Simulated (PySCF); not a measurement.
C3H8Cl2O2Si: excited-state calculation

C3H8Cl2O2Si, SMILES CO[SiH2]OCC(Cl)Cl, computed with TDDFT wB97X-D/def2-SVPD, vertical, gas phase, core orbitals frozen in the response (PySCF 2.14.0).

The geometry comes from this level: GFN2-xTB. It belongs to a series of runs on one base structure; here: H on C replaced by CHCl2.

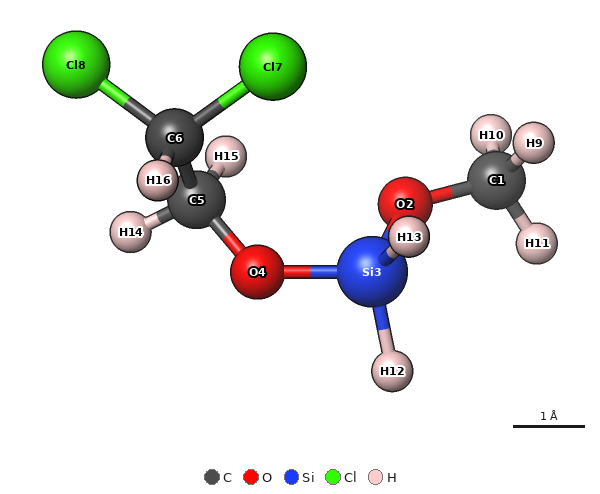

Fig. 1: The input geometry (ball-and-stick view, seen at a tilt; atoms are numbered from 1 in the order of the input).

**Input file**
```
{"job": {"kind": "uv", "xc": "wB97X-D", "basis": "def2-SVPD", "nstates": 8, "ntriplets": 3}, "charge": 0, "multiplicity": 1}
C      2.626860     0.405405    -0.936297
O      1.434237    -0.124275    -0.440500
Si     0.849584    -0.078916     1.069856
O     -0.565792    -0.876857     1.012212
C     -1.502345    -0.920107    -0.007370
C     -2.476841     0.249337     0.092947
Cl    -1.688316     1.758933    -0.385432
Cl    -3.880947    -0.040827    -0.948894
H      2.645867     1.491360    -0.822453
H      2.693009     0.151787    -1.995060
H      3.486049    -0.015360    -0.409266
H      1.592913    -0.908302     2.006052
H      0.697869     1.303992     1.520094
H     -2.069877    -1.851893     0.104220
H     -1.016322    -0.910856    -0.988679
H     -2.833546     0.375523     1.117161
```

The first line tells a small driver script what to run in PySCF; the rest is the geometry in Å.

Machine: 1 CPU thread, shared host.

Command:
```bash
OMP_NUM_THREADS=1 python <driver script> task.json out
```

**Output**
```
coarse grid: 15264 points
cycle   1  E = -1478.4957026546  dE =  1.184e+00  |g| = 9.595e-01  |ddm| = 5.521e+00
cycle   2  E = -1478.4249649713  dE =  7.074e-02  |g| = 1.177e+00  |ddm| = 2.873e+00
cycle   3  E = -1478.6892790132  dE = -2.643e-01  |g| = 4.326e-02  |ddm| = 1.458e+00
cycle   4  E = -1478.6898360938  dE = -5.571e-04  |g| = 2.001e-02  |ddm| = 1.539e-01
cycle   5  E = -1478.6899343610  dE = -9.827e-05  |g| = 8.412e-03  |ddm| = 4.886e-02
cycle   6  E = -1478.6899525819  dE = -1.822e-05  |g| = 1.743e-03  |ddm| = 2.070e-02
cycle   7  E = -1478.6899539056  dE = -1.324e-06  |g| = 5.392e-04  |ddm| = 5.776e-03
final grid: 134440 points
cycle   8  E = -1478.8805500979  dE = -1.029e-04  |g| = 5.200e-03  |ddm| = 1.557e-01
cycle   9  E = -1478.8805525766  dE = -2.479e-06  |g| = 4.290e-03  |ddm| = 2.721e-02
cycle  10  E = -1478.8805568814  dE = -4.305e-06  |g| = 8.354e-04  |ddm| = 7.653e-03
cycle  11  E = -1478.8805570665  dE = -1.851e-07  |g| = 2.419e-04  |ddm| = 2.507e-03
cycle  12  E = -1478.8805570824  dE = -1.590e-08  |g| = 6.140e-05  |ddm| = 8.059e-04
cycle  13  E = -1478.8805570834  dE = -9.527e-10  |g| = 2.606e-05  |ddm| = 1.331e-04
```

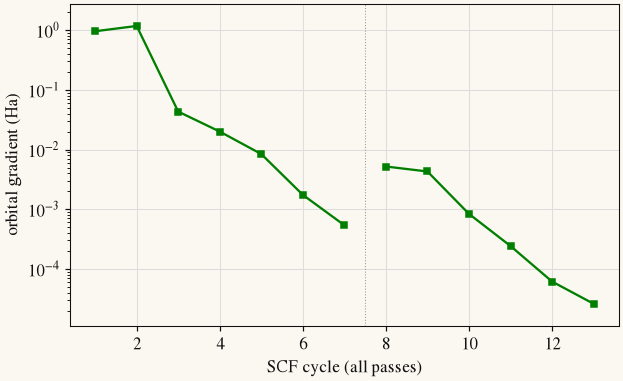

Fig. 2: Convergence of the self-consistent field: orbital gradient against the SCF cycle. The dotted line marks the change from a coarse to the final integration grid. The first 7 cycles use a coarse grid, the final grid takes over at cycle 8, and the field converges after 13 cycles in all.

```
converged SCF energy = -1478.8805570834

Static polarisability (au): isotropic 94.901, principal 82.735 89.958 112.011

Singlet excitations
state   eV       nm        f      main configurations
  1   7.1501    173.4   0.00190   H-1->L 0.41, H->L 0.21, H-3->L 0.13
  2   7.2926    170.0   0.01173   H-2->L 0.69
  3   7.4100    167.3   0.00122   H->L+1 0.30, H->L+2 0.25, H->L 0.13
  4   7.5424    164.4   0.00375   H-5->L 0.27, H-1->L+2 0.19, H-6->L 0.13
  5   7.7248    160.5   0.00673   H-2->L+2 0.24, H-3->L 0.20, H-7->L 0.13
  6   7.9774    155.4   0.01115   H->L+2 0.18, H-1->L+2 0.12, H->L+1 0.09
  7   8.1445    152.2   0.00163   H->L+4 0.17, H-1->L+2 0.14, H-5->L 0.08
  8   8.2494    150.3   0.00804   H-1->L+1 0.19, H->L+4 0.17

Triplet excitations (Tamm-Dancoff, eV): 6.5804 6.5954 6.8419
```

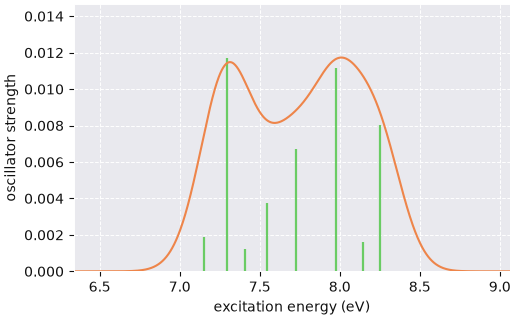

Fig. 3: Computed excitations as sticks (degenerate states added up, dark ones marked on the axis), with a Gaussian envelope of 0.35 eV full width at half maximum, scaled to the tallest. Of the 8 states the lowest lies at 7.15 eV (f = 0.002); the strongest line is at 7.29 eV, or 170 nm (f = 0.012).

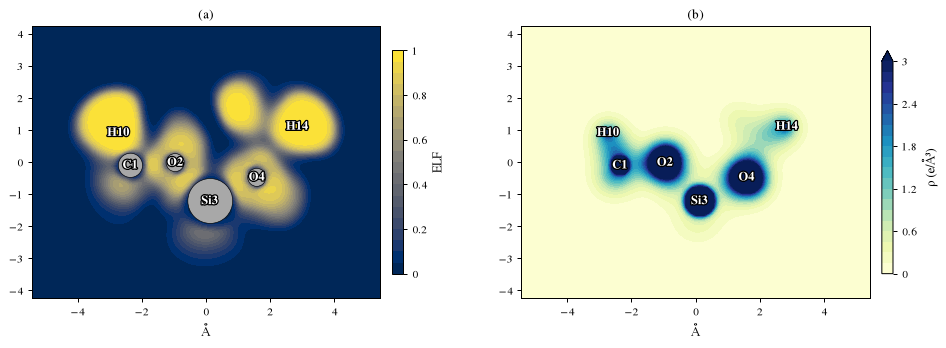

Fig. 4: (a) ELF; (b) total electron density on the plane of atoms C1, O2 and Si3. Grey discs, where drawn, cover atomic cores. The plane passes through C, O, Si and H nuclei. C–O (1.40 Å): ρ at the midpoint is about 2.1 e/Å³, with its minimum of 1.7 e/Å³ about 0.5 Å from C; the ELF peaks at about 0.90 between the atoms (a shared but strongly polarised pair).

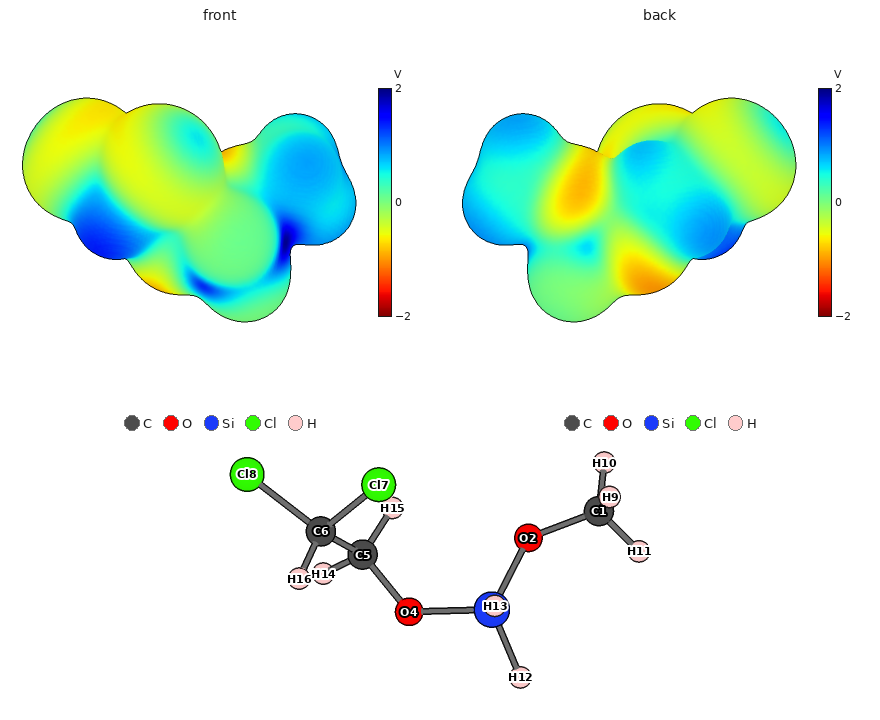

Fig. 5: The molecular electrostatic potential painted on the density surface at 0.002 e/bohr³, seen face on and from behind; red is negative and blue positive. The bare structure is drawn below in the same view.

**Key numbers**

```json
{"quantity": "outcome", "value": "converged"}
{"quantity": "total energy", "value": "−1478.880557 hartree"}
{"quantity": "HOMO", "value": "−10.10 eV"}
{"quantity": "LUMO", "value": "1.63 eV"}
{"quantity": "dipole moment", "value": "1.82 D"}
{"quantity": "mean polarisability", "value": "94.90 a.u."}
{"quantity": "lowest singlet excitation", "value": "7.15 eV"}
{"quantity": "wall time", "value": "1.9 min"}
{"quantity": "peak memory", "value": "1.1 GiB"}
```
